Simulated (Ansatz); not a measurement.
# H2NO (SMILES N[O]) at 6 levels

Aim: a comparison of 6 runs (UB2PLYP/STO-3G, UB3LYP/STO-3G, UBLYP/STO-3G, UMP2/STO-3G, UBCCD(T)/STO-3G, UCCSD/STO-3G) of H2NO. 

The calculation is run with Ansatz 0.2.0.

54 further runs of the same task are left out: 4 that didn't finish, 50 set aside as unsound or not needed.

### Step 1. Starting point

The species is H2NO (4 atoms), meant as a doublet with charge 0. SMILES: `N[O]`. The O2–N1 distance was set to 1.916 Å, away from the relaxed value.

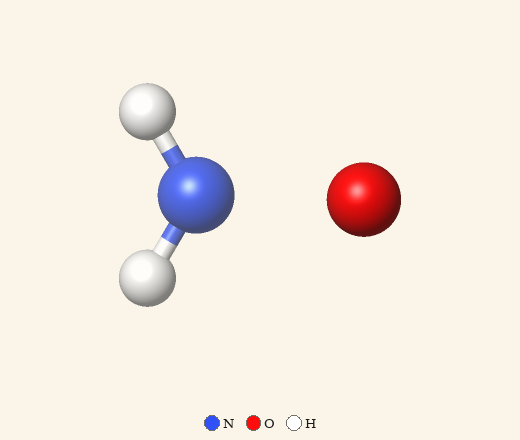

Viewed from a chosen angle; nitrogen blue, oxygen red, hydrogen white.

### Step 2. A single-point energy at UB2PLYP/STO-3G (run 1)

File run.yaml:

```yaml
crystal:
  periodic: [false, false, false]
  atoms:
    - symbol: N
      position_ang: [-0.424837, -0.116953, -0.571233]
    - symbol: O
      position_ang: [0.804330, 0.357230, 0.819800]
    - symbol: H
      position_ang: [-1.378137, 0.232447, -0.513773]
    - symbol: H
      position_ang: [-0.230537, -0.946913, -1.125843]
basis:
  gaussian:
    orbitals: STO-3G
magnetization:
  spin_polarized: true
  initial_magnetization: 1
hamiltonian:
  xc: {name: B2PLYP}
correlation:
  frozen_orbitals: {H: 0, "N": 1, O: 1}
accuracy: high
```

The run is started by

```bash
ansatz run run.yaml --threads 1 --pin off --max-ram 2610MiB --events-out events.jsonl --progress --plain --runs-dir runs
```

The program printed:

```text
Warning: RAYON_NUM_THREADS=1 ignored (pool sized by the plan → 1); use --threads N
Functional definition: B2PLYP
  name "B2PLYP"
  parameter a = 0.53
  parameter c = 0.27
  exchange = (1 - a)*b88_x + a*exact_x
  correlation = (1 - c)*lyp_c + c*(mp2_os + mp2_ss)
186 factors; integrals over basis functions are off by at most 4.5e-8 eV
mean field evaluation 1: about -3504.8671 eV, gradient 2.0e1 eV
mean field evaluation 2: about -3504.8594 eV, gradient 2.0e1 eV
mean field evaluation 4: about -3508.2465 eV, gradient 2.7e0 eV
mean field evaluation 8: about -3508.6420 eV, gradient 3.2e0 eV
mean field evaluation 16: about -3509.6487 eV, gradient 1.2e-1 eV
mean field evaluation 32: about -3506.5602 eV, gradient 1.4e1 eV
mean field evaluation 64: about -3509.0155 eV, gradient 1.8e-5 eV
mean field evaluation 96: about -3509.6422 eV, gradient 4.5e-1 eV
mean field -3509.64915867 eV, -128.9772276554 hartree, gradient 9.4e-8 eV, S^2 1.453728; 9 other end points of the search recorded, 0 dependent functions left out
2 core orbitals not correlated: weight in the atoms' cores, before any rotation towards them, 1.000 or more for the frozen orbitals, at most 0.000 for the correlated occupied ones
reference -3509.64917284 eV, -128.9772281762 hartree; 7, 6 occupied and 3, 4 virtual orbitals, 186 factors
second order -1.44275897 eV of doubles, -0.00000000 eV of singles
Total energy: -3510.03871776 eV, -128.9915436881 hartree
```

Run time: 3.9 s. Hardware: 1 thread of Arm Neoverse V2, shared host; peak memory 0.11 GiB.

### Step 3. A single-point energy at UB3LYP/STO-3G (run 2)

File molecule.yaml:

```yaml
crystal:
  periodic: [false, false, false]
  atoms:
    - {symbol: N, position_ang: [-0.424837, -0.116953, -0.571233]}
    - {symbol: O, position_ang: [0.804330, 0.357230, 0.819800]}
    - {symbol: H, position_ang: [-1.378137, 0.232447, -0.513773]}
    - {symbol: H, position_ang: [-0.230537, -0.946913, -1.125843]}
basis:
  gaussian:
    orbitals: STO-3G
magnetization:
  spin_polarized: true
  initial_magnetization: 1
hamiltonian:
  xc: {name: B3LYP}
accuracy: high
```

The run is started by

```bash
ansatz run molecule.yaml --threads 1 --pin off --max-ram 2610MiB --events-out events.jsonl --progress --plain --runs-dir runs
```

The program printed:

```text
Warning: RAYON_NUM_THREADS=1 ignored (pool sized by the plan → 1); use --threads N
Functional definition: B3LYP
  name "B3LYP"
  parameter a0 = 0.2
  parameter ax = 0.72
  parameter ac = 0.81
  exchange = (1 - a0 - ax)*slater_x + ax*b88_x + a0*exact_x
  correlation = (1 - ac)*vwn_rpa_c + ac*lyp_c
186 factors; integrals over basis functions are off by at most 4.5e-8 eV
mean field evaluation 1: about -3514.2918 eV, gradient 6.5e0 eV
mean field evaluation 2: about -3512.8563 eV, gradient 1.5e1 eV
mean field evaluation 4: about -3514.8384 eV, gradient 1.1e0 eV
mean field evaluation 8: about -3514.9189 eV, gradient 2.3e-1 eV
mean field evaluation 16: about -3514.9097 eV, gradient 9.2e-2 eV
mean field evaluation 32: about -3514.9098 eV, gradient 2.0e-6 eV
mean field -3514.90983414 eV, -129.1705539132 hartree, gradient 6.7e-8 eV, S^2 0.996947; 6 other end points of the search recorded, 0 dependent functions left out
reference -3514.90985619 eV, -129.1705547236 hartree; 9, 8 occupied and 3, 4 virtual orbitals, 186 factors
Total energy: -3514.90985619 eV, -129.1705547236 hartree
```

Wall time 1.6 s (1 thread of Arm Neoverse V2, shared host); peak memory 0.1 GiB.

Runs 3 to 5 aren't shown in full; the table further down has their settings and results.

### Step 4. A single-point energy at UCCSD/STO-3G (run 6)

File input.yaml:

```yaml
crystal:
  periodic: [false, false, false]
  atoms:
    - {symbol: "N", position_ang: [-0.424837, -0.116953, -0.571233]}
    - {symbol: O, position_ang: [0.804330, 0.357230, 0.819800]}
    - {symbol: H, position_ang: [-1.378137, 0.232447, -0.513773]}
    - {symbol: H, position_ang: [-0.230537, -0.946913, -1.125843]}
basis:
  gaussian: {orbitals: STO-3G}
magnetization: {spin_polarized: true, initial_magnetization: 1}
correlation: {method: ccsd, frozen_orbitals: {H: 0, "N": 1, O: 1}}
accuracy: high
scf: {omitted_lower_state_checks: [cluster_reference, increment]}
```

The run is started by

```bash
ansatz run input.yaml --threads 1 --pin off --max-ram 2610MiB --events-out events.jsonl --progress --plain --runs-dir runs
```

The program printed:

```text
Warning: RAYON_NUM_THREADS=1 ignored (pool sized by the plan → 1); use --threads N
[... 18 lines left out ...]
2 core orbitals not correlated: weight in the atoms' cores, before any rotation towards them, 1.000 or more for the frozen orbitals, at most 0.000 for the correlated occupied ones
[... 78 lines left out ...]
Total energy: -3501.24896816 eV, -128.6685263481 hartree
Checks for a lower state left out: cluster_reference, increment
```

It took 0.32 s on 1 thread of Arm Neoverse V2, shared host.

### Step 5. All runs side by side

```tsv
run	level	frozen core orbitals	energy (Eh)	⟨S²⟩	wall time
1	UB2PLYP/STO-3G	2	-128.991544	1.454	3.9 s
2	UB3LYP/STO-3G	–	-129.170555	0.997	1.6 s
3	UBLYP/STO-3G	–	-129.139976	0.825	2.4 s
4	UMP2/STO-3G	2	-128.635130	1.650	0.22 s
5	UBCCD(T)/STO-3G	2	-128.668512	1.650	0.36 s
6	UCCSD/STO-3G	2	-128.668526	1.650	0.32 s
```

### Step 6. What came out

| quantity | value |
| --- | --- |
| run 6: total energy | -128.66853 Eh |
| run 6: correlation energy (2 core orbitals frozen) | -65.7 mEh |
| run 6: ⟨S²⟩ of the reference determinant | 1.650 |
| run 6: T1 diagnostic | 0.097 |

Totals of different functionals can't be ranked against each other. In runs 1, 2, 3, 4, 5, 6 the basis is minimal, so the values are rough. Spin contamination of the reference: run 4 ⟨S²⟩ = 1.65, run 5 ⟨S²⟩ = 1.65, run 6 ⟨S²⟩ = 1.65, run 1 ⟨S²⟩ = 1.45, run 2 ⟨S²⟩ = 1.00. Where it is this large, the reference is a mixture of spin states, and values that rest on it are in doubt. All runs together took 8.8 s, the longest 3.9 s.
